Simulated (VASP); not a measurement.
Band structure of Ga (alpha). Method: revTPSS meta-GGA, VASP's PBE PAW potentials (set 64) (plane waves; VASP).

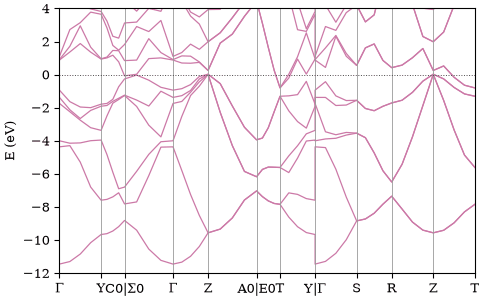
Bands along high-symmetry lines, zero at the valence-band maximum or, without a gap, the Fermi level

### Question
Read the plot: is there a gap, and where are the band edges?

### Answer
It has no gap at this level: it comes out as a metal or semimetal.

The compound is Ga in the alpha structure. It was relaxed first.
